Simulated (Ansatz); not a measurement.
# CuRe: relaxing a made-up structure, part 2 of 2

This structure for CuRe is made up. Its elements were placed in a known structure type with a cell scaled to their sizes. What cell does the guess relax to, and how far off was it?

Ansatz 0.2.0; DFT, PBE, plane-wave PAW, files of the set soft_1, scalar-relativistic, ferromagnetic start, cell and ions relaxed at zero pressure; PAW set soft_1 (the session's first sound run).

So far: The structure; Relaxation of the guess. The relaxed cell has a = 2.672, c = 4.444 Å (conventional setting).

## (3) Bands of the relaxed cell

A second self-consistent run takes a narrower smearing and the mesh shown in its input; the bands follow along the standard path of the relaxed lattice.

This step: DFT, PBE, plane-wave PAW, files of the set soft_1, scalar-relativistic, no spin, bands and density of states at the relaxed cell; PAW set soft_1 (Ansatz 0.2.0).

Input file input.yaml:

```yaml
crystal:
  lattice:
    - [2.6721292513, 0.0, 0.0]
    - [-1.3360646257, 2.3141318138, 0.0]
    - [0.0, 0.0, 4.443611473]
  atoms:
    - { symbol: Re, position: [0.0, 0.0, 0.5] }
    - { symbol: Cu, position: [0.6666666667, 0.3333333333, 0.0] }
kpoints:
  mp_grid: { grid: [14, 14, 8] }
  band_path:
    path:
      - [[0.0, 0.0, 0.0], [0.5, 0.0, 0.0], [0.33333333, 0.33333333, 0.0], [0.0, 0.0, 0.0], [0.0, 0.0, 0.5], [0.5, 0.0, 0.5], [0.33333333, 0.33333333, 0.5], [0.0, 0.0, 0.5]]
      - [[0.5, 0.0, 0.5], [0.5, 0.0, 0.0]]
      - [[0.33333333, 0.33333333, 0.0], [0.33333333, 0.33333333, 0.5]]
    npoints: 8
scf:
  occupations: { method: fermi_dirac, width: 0.03 }
  n_extra_bands: 6
hamiltonian:
  xc: pbe
  pseudopotentials: { kind: paw, azcp: { folder: soft_1 } }
output:
  forces: true
  stress: true
  write_bands: true
  dos: { projected: true }
  write_density: true
  write_potential: true
  elf: true
  volumetric_format: npy
```

The run is started by

```console
$ ansatz run input.yaml --threads 4 --pin off --max-ram 8192MiB --backend cpu --events-out ev --progress --plain --runs-dir out
```

Numbers of over 12 decimals in the logs are rounded to 6 here.

Output:

```text
[...]
Crystal: 2 atoms, lattice volume = 27.478 Å³
Basis set: ecut = 420 eV, 549 PW (Γ), exchange–correlation on 36×36×60 points (8 copies of the dense FFT grid, shifted against one another)
Bands: 23, of which v1, the nominal top of the filled ones, is band 17 counted from 1 (16 counted from 0)
Symmetry: 12 space group operations
[...]
k-points: 120 of 1568 (time reversal used)
[...]
SCF iter   1: F=—  HF=-17497.547713 eV  |F-HF|=—  |Δ(HF+E_count)|=         —  Δρ=5.06e-1  dr2=6.40e1  ethr=3.10e-3  ⟨swp⟩=4.4  Hψ=10715  notcnv=0
[...]
SCF iter  10: F=-17493.820312 eV  HF=-17493.820312 eV  |F-HF|=6.05e-9  |Δ(HF+E_count)|=   5.20e-8  Δρ=4.98e-6  dr2=6.43e-9  ethr=2.94e-10  ⟨swp⟩=12.3  Hψ=16539  notcnv=0
SCF 1 converged in 10 iterations: F = -17493.820312 eV  dr2 = 6.43e-9
[...]
NSCF: frozen V_eff on 75 k-points
SCF converged after 10 iterations
Free energy (F): -17493.820312 eV
[...]
Internal energy: -17493.815207 eV  (E = F + TS)
E sigma→0 (E₀):  -17493.817759 eV
Entropy (-TS):   -0.005105 eV (-2.552 meV/atom)
Fermi energy:    20.107140 eV
[...]
--- Stress (GPa, compression-positive) ---
        0.173684       0.000000       0.000000
        0.000000       0.173684      -0.000000
        0.000000      -0.000000       0.432226
  P = ⅓ Tr σ = 0.2599 GPa (2.599 kbar)
--- Band table (eV; the first three rows and the last of 120) ---
  k-point 0: bands = [... 13 lower, 17.3906, 17.3906, 18.6505, 18.6505, 19.2496, 22.1753, 22.1753, 26.3984, ... 2 higher]
  k-point 1: bands = [... 13 lower, 17.3686, 17.3686, 18.6946, 18.6946, 18.7944, 22.1700, 22.1700, 27.0490, ... 2 higher]
  k-point 2: bands = [... 13 lower, 17.3122, 17.3122, 17.8906, 18.8001, 18.8001, 22.1553, 22.1553, 28.5277, ... 2 higher]
  k-point 119: bands = [... 13 lower, 17.3404, 18.0485, 18.6345, 18.8077, 21.1394, 23.4364, 26.8934, 28.0303, ... 2 higher]
```

It took 3 s on 4 threads of Arm Neoverse V2, shared host; peak memory 0.39 GiB; 11 s of CPU time.

Reading the cycles: dr2 is the Hartree energy of the density residual (eV), the measure of convergence; HF is the Harris–Foulkes estimate of the energy, which meets the free energy F at convergence.

Numbers from this step:

```yaml
energy_at_zero_smearing: -17493.8178 eV
smearing_term_ts: 0.005105 eV
pressure: 0.2599 GPa
```

From bands.tsv, the bands that come nearest the Fermi level along the path, at its corners, in eV from the Fermi level:

| point | band 14 | band 15 | band 16 | band 17 | band 18 | band 19 | band 20 | band 21 |
| --- | --- | --- | --- | --- | --- | --- | --- | --- |
| Γ | -2.72 | -2.72 | -1.46 | -1.46 | -0.86 | 2.07 | 2.07 | 6.29 |
| M | -2.98 | -2.39 | -2.06 | 0.67 | 1.25 | 4.66 | 6.01 | 7.81 |
| K | -2.96 | -1.82 | -1.23 | -0.65 | -0.42 | 4.23 | 5.04 | 5.68 |
| Γ | -2.72 | -2.72 | -1.46 | -1.46 | -0.86 | 2.07 | 2.07 | 6.29 |
| A | -3.17 | -2.89 | -2.89 | -1.16 | -1.16 | 2.02 | 2.02 | 10.65 |
| L | -2.07 | -2.05 | 0.27 | 0.42 | 0.48 | 2.15 | 4.66 | 6.26 |
| H | -2.56 | -2.08 | -1.66 | -1.34 | 1.04 | 3.53 | 6.72 | 7.86 |
| A | -3.17 | -2.89 | -2.89 | -1.16 | -1.16 | 2.02 | 2.02 | 10.65 |
| L | -2.07 | -2.05 | 0.27 | 0.42 | 0.48 | 2.15 | 4.66 | 6.26 |
| M | -2.98 | -2.39 | -2.06 | 0.67 | 1.25 | 4.66 | 6.01 | 7.81 |
| K | -2.96 | -1.82 | -1.23 | -0.65 | -0.42 | 4.23 | 5.04 | 5.68 |
| H | -2.56 | -2.08 | -1.66 | -1.34 | 1.04 | 3.53 | 6.72 | 7.86 |

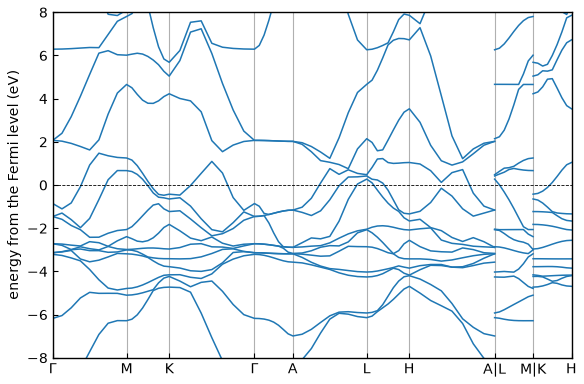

Bands along the path. 8 bands lie wholly below the window drawn.

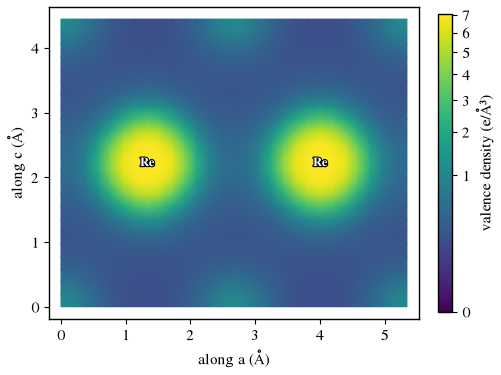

Valence density in the ac plane at fractional y = 0.000, with atoms of Re within 0.2 Å of it. It is the smooth field of the valence electrons, not physical close to the nuclei. The map starts off the cell's origin, so that atoms lie inside it. The colour scale is stretched toward low values.

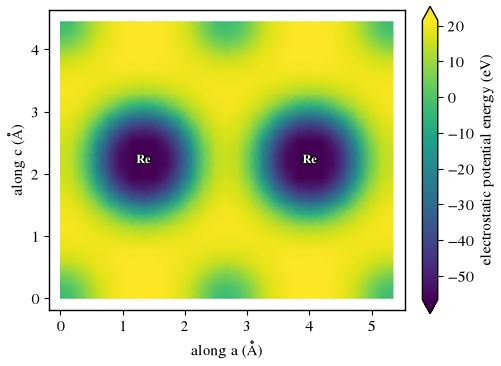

Electrostatic potential energy in the ac plane at fractional y = 0.000, with atoms of Re within 0.2 Å of it. With pseudopotentials it is smooth inside the atoms' cores, unlike the true potential. The map starts off the cell's origin, so that atoms lie inside it.

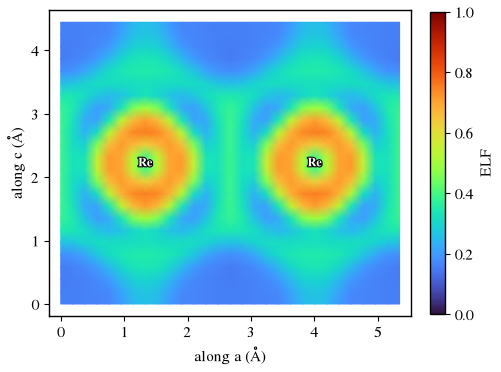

ELF in the ac plane at fractional y = 0.000, with atoms of Re within 0.2 Å of it. It is the smooth field of the valence electrons, not physical close to the nuclei. The map starts off the cell's origin, so that atoms lie inside it.

## (4) Outcome

| Quantity | Value |
| --- | --- |
| space group, relaxed | P-6m2 |
| conventional cell | a = 2.672, b = 2.672, c = 4.444 Å; α = 90.0°, β = 90.0°, γ = 120.0° |
| volume per atom | 13.74 Å³ (guess 14.43) |
| total moment | 0.00 μB in the cell of 2 atoms |

**Reading.** CuRe relaxes to P-6m2 with a = 2.672, b = 2.672 and c = 4.444 Å. The guessed volume was 5 % too large. The space group P-6m2 was held in the relaxation, so the end point is a stationary structure within it and may be a saddle against distortions or other arrangements. The moments died out from this one start and weren't seeded again at the relaxed cell. Bands cross the Fermi level, so it is a metal or semimetal at this level. On the 14×14×8 mesh with the narrower smearing (relaxed on 11×11×6) the forces vanish, as symmetry may demand, and the largest stress component is 0.432 GPa, against the relaxation's thresholds of 0.015 eV/Å and 0.05 GPa. The cutoff wasn't tested. Spin-orbit coupling is left out, which can matter for elements this heavy. No dispersion term is used, so weakly bound directions may come out too long. Nothing here tests whether the compound is stable against decomposition.

[Logs are printed without paths, hosts, clocks, repeated set-up lines and the standing remarks that a program may print on its own settings, such as how far it seeks lower states.]

[Hosts, paths, dates, database ids (printed as entryN), source tags and the programs' standing remarks are cut or masked in the printed files.]
